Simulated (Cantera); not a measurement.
A closed system holds: 1 mol SiH₄, 0.24 mol O₃, equilibrated at 10.0 Torr.

These are equilibrium values from Cantera (NASA tables, ideal gas, pure condensed phases), not measurements of a reactor. Candidate condensed phases: H₂O, Si, SiO₂; 18 gas species. Mutual solubility and eutectic melting of coexisting phases are not modelled. The tables hold silica as quartz up to 1696 K and as liquid above; real silica turns to tridymite and cristobalite and melts near 1996 K. Equilibrium is a limit: real reactors are often held back by kinetics, nucleation or transport.

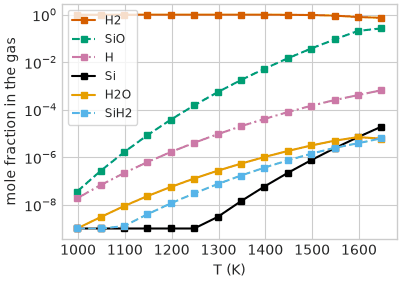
Figure. Equilibrium gas composition (values under 1e-9 drawn at 1e-9)

Problem. Read off the mole fractions at 1298 K.

Solution. H₂ about 1.00, SiO about 0.00054, H about 9.3e-6, H₂O about 2.7e-7, SiH₂ about 7.4e-8.
